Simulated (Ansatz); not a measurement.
HfC (rock salt)

```yaml
crystal:
  lattice:
    - [0.00000, 2.30362, 2.30362]
    - [2.30362, 0.00000, 2.30362]
    - [2.30362, 2.30362, 0.00000]
  atoms:
    - { symbol: C, position: [0.00000, 0.00000, 0.00000] }
    - { symbol: Hf, position: [0.50000, 0.50000, 0.50000] }
```

Equation-of-state scan: isotropic scaling of the cell above, V₀ being its volume. Symmetry pins the atoms to their sites.

Method: PBEsol (plane waves to 420 eV, PAW, scalar-relativistic; Ansatz, a program for electronic structure). k mesh 17×17×17 (Γ-centred), Fermi-Dirac smearing 0.05 eV. The energy includes the smearing's −TS. HfC is run without spin polarisation. HfC was relaxed with its symmetry unable to fall. Spin-orbit coupling is left out, though Hf is heavy. The zero of ΔE is the relaxed starting cell.

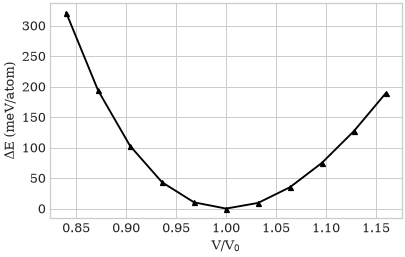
*ΔE (meV/atom) against V/V₀; one marker a computed point.*

**Question.** What is ΔE at V/V₀ = 0.840?

**Answer.** About 320 meV/atom.

**Question.** What is ΔE at V/V₀ = 1.160?

**Answer.** About 190 meV/atom.

**Question.** What bulk modulus B₀ follows from a third-order Birch-Murnaghan fit?

**Answer.** About 250 GPa.

(Under strain, the slope of the energy per volume gives the stress and its curvature an elastic modulus.)
